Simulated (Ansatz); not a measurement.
Ligand exchange: HCl + SiH3(PH2) → PH3 + SiH3Cl

Species: HCl (hydrogen chloride), singlet; SiH3(PH2), singlet; PH3 (phosphine) `P`, singlet; SiH3Cl (chlorosilane) `[SiH3]Cl`, singlet. The partners trade Cl for PH2: H–Cl and Si–PH2 bonds give way to H–PH2 and Si–Cl.

Shapes, held fixed at every level: PBE0-D4/def2-TZVP. Programs: Ansatz 0.2.0. The zero-point and thermal change to 298 K, harmonic and unscaled (PBE0-D4/def2-TZVP), is +1.8 kJ/mol.

```csv
level,kind,ΔH(298 K) (kJ/mol),less CCSD(T)/CBS estimate
HF/def2-SVP,Hartree–Fock,-85.6,-14.8
HF/def2-TZVPP,Hartree–Fock,-89.0,-18.2
PBE-D4/def2-TZVPP,GGA,-60.0,+10.8
BHLYP-D4/def2-TZVPP,global hybrid,-77.2,-6.4
wB97X-V/def2-TZVPP,range-separated hybrid,-72.5,-1.7
CCSD(T)/def2-SVP,coupled cluster or CI,-69.7,+1.1
CCSD/def2-SVP,coupled cluster or CI,-71.5,-0.7
CCSD(T)/CBS estimate,coupled cluster or CI,-70.8,0.0
```

The highest level, CCSD(T)/CBS estimate, gives ΔH(298 K) = -70.8 kJ/mol; the levels span -89.0 to -60.0. The column of differences is taken from that level and isn't an error. No measured value is set beside it here. The CBS estimate extrapolates MP2 from def2-TZVPP and def2-QZVPP and adds CCSD(T) − MP2 in the triple-zeta set, cores frozen.

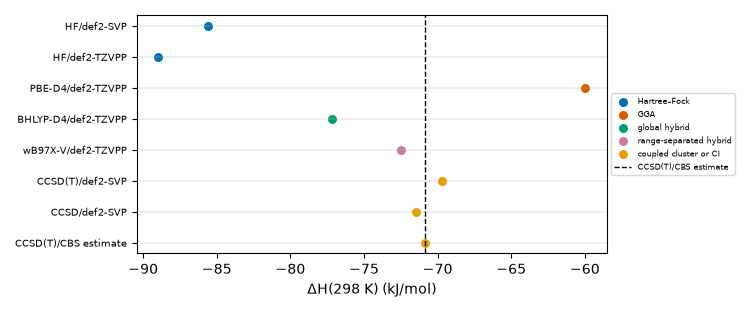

The values of the table, level by level.
